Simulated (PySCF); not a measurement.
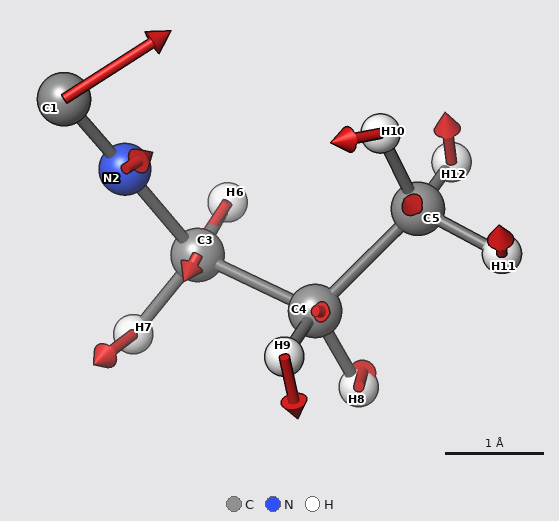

This is a relaxation of C4H7N. The starting structure is drawn; red arrows show the displacements, magnified 10 times. The two geometries are superimposed by the best rigid fit.

A ball-and-stick model, seen at a tilt.

The start comes from MMFF94s.

Level of theory: PBE0-D3(BJ)/def2-SVP geometry optimisation, gas phase in PySCF 2.14.0, density-fitted response routines. 

Atoms of which element are displaced furthest, and by how much?

Answer. Carbon: up to 0.13 Å, against 0.08 Å for hydrogen.

What did the optimiser do to the structure, and how much energy did it gain?

Answer. C1 moves most after the best rigid fit: 0.13 Å. Largest moves by element: C 0.13 Å, H 0.08 Å, N 0.05 Å. Among the contacts that change: N2–C3 1.432 → 1.415 Å, C3–H6 1.096 → 1.103 Å, C5–H10 1.094 → 1.101 Å. The energy falls by 2.52 kJ/mol in 6 geometry steps. The largest force component goes from 0.62 to 0.01 eV/Å.
